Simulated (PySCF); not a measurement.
**C5H13NO3Si: density, localisation and related maps**

```xyz
23

C     3.6786   -1.1007   -0.4091
C     2.8382    0.1449   -0.5175
O     3.2846    1.2607   -0.5915
O     1.5450   -0.1202   -0.5256
Si    0.3540    1.0343   -0.7337
N     0.5878    2.1588    0.5491
O    -1.0609    0.2788   -0.7016
C    -1.7391   -0.4248    0.3167
C    -2.7100   -1.3958   -0.3481
C    -2.4661    0.5595    1.2274
H     4.7317   -0.8385   -0.3816
H     3.4767   -1.7399   -1.2656
H     3.4029   -1.6450    0.4912
H     0.3716    1.4646   -2.1206
H     1.5309    2.4973    0.6749
H    -0.0650    2.9198    0.6494
H    -1.0080   -0.9924    0.9066
H    -2.1698   -2.0530   -1.0243
H    -3.4502   -0.8437   -0.9211
H    -3.2139   -1.9964    0.4046
H    -3.0373    0.0245    1.9810
H    -3.1413    1.1712    0.6341
H    -1.7452    1.2088    1.7154
```

Geometry: GFN2-xTB.

Method: PySCF, PBE0/pcSseg-1, SCF density, gas phase, non-relativistic.

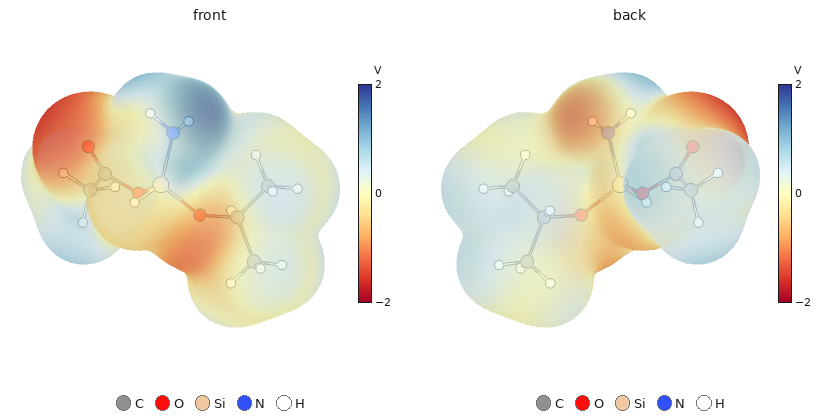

Figure 1. The electrostatic potential painted on the density surface at 0.001 e/bohr³, seen from the front and from behind; red is negative and blue positive.

> Where is the surface potential most negative and most positive?

The most negative region (about −1.5 V, or −35 kcal/mol for a unit charge) lies over O3, the most positive (about +1.3 V, or +30 kcal/mol for a unit charge) over H16. O3 is the likeliest acceptor of a hydrogen bond.

> How polar is the molecule by this calculation?

Its dipole moment is 1.91 D.

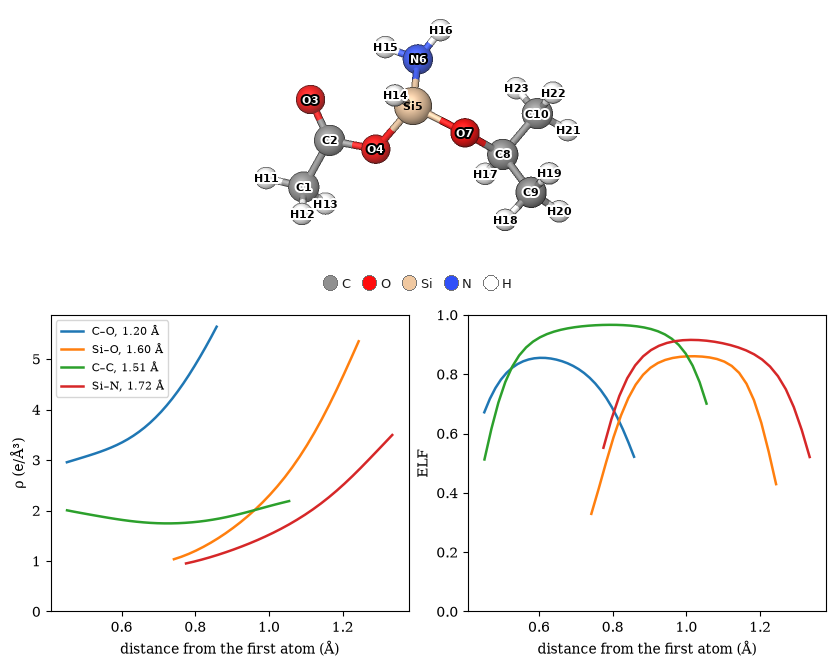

Figure 2. Electron density and ELF along straight lines between neighbouring atoms. The curves leave out the atomic cores. The structure is drawn too.

> Compare the contacts.

C–O (1.20 Å): ρ is about 3.4 e/Å³ halfway; the ELF peaks at about 0.85 between the atoms (a multiple bond).
Si–O (1.60 Å): ρ is about 1.2 e/Å³ halfway; the ELF peaks at about 0.85 between the atoms (a polar covalent bond).
C–C (1.51 Å): ρ at the midpoint is about 1.7 e/Å³; the ELF peaks at about 0.95 between the atoms (a covalent bond).
Si–N (1.72 Å): ρ is about 1.1 e/Å³ halfway; the ELF peaks at about 0.90 between the atoms (a shared but strongly polarised pair).
